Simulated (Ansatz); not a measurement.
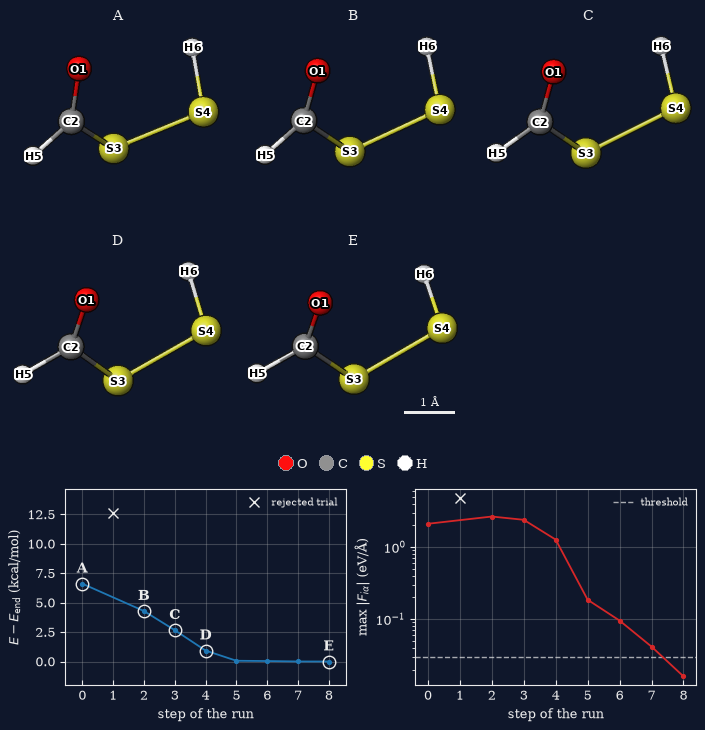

Frames of a relaxation of CH$_{2}$OS$_{2}$ (coarse preliminary run), marked on the history of the run. Style: ball-and-stick. Shown at a tilt.

The start comes from a force field.

These are results of Ansatz, RKS PBE-D4/def2-SVP, not measurements. (force threshold 0.03 eV/Å; at most 200 steps)

> Describe the path.

H5 moves most after the best rigid fit: 0.39 Å. By element the largest moves are H 0.39 Å, O 0.35 Å, S 0.24 Å, C 0.08 Å. Near-neighbour distances that change, for instance: S3–S4 2.006 → 2.085 Å, O1–C2 1.230 → 1.204 Å, C2–S3 1.787 → 1.811 Å, S4–H6 1.390 → 1.368 Å. Among the angles between lasting bonds that change: S3–C2–H5 114.8° → 107.8°, O1–C2–H5 119.1° → 125.0°, S3–S4–H6 98.9° → 96.9°. Groups turn about C2–S3 by about 30°. After 7 accepted moves (8 points after the start) the energy has fallen by 6.61 kcal/mol. Largest force component: 2.1 eV/Å at the start, 0.016 eV/Å at the end. The line search rejected the trial step at point 1 of the run. Cost: 9 s on 2 threads of Arm Neoverse V2 (shared host). From step 0 to 2: O1 moves most (0.09 Å), energy −2.32 kcal/mol. From step 2 to 3: H5 moves most (0.10 Å), energy −1.62 kcal/mol. From step 3 to 4: H5 moves most (0.15 Å), energy −1.73 kcal/mol. From step 4 to 8: H6 moves most (0.14 Å), energy −0.93 kcal/mol.

| step | E − E(0), kcal/mol | largest force component, eV/Å | note |
| --- | --- | --- | --- |
| 0 | 0.00 | 2.1064 |  |
| 1 | 6.04 | 4.8479 | rejected |
| 2 | -2.32 | 2.6547 |  |
| 3 | -3.95 | 2.3911 |  |
| 4 | -5.68 | 1.2695 |  |
| 5 | -6.55 | 0.1860 |  |
| 6 | -6.57 | 0.0956 |  |
| 7 | -6.61 | 0.0416 |  |
| 8 | -6.61 | 0.0161 |  |
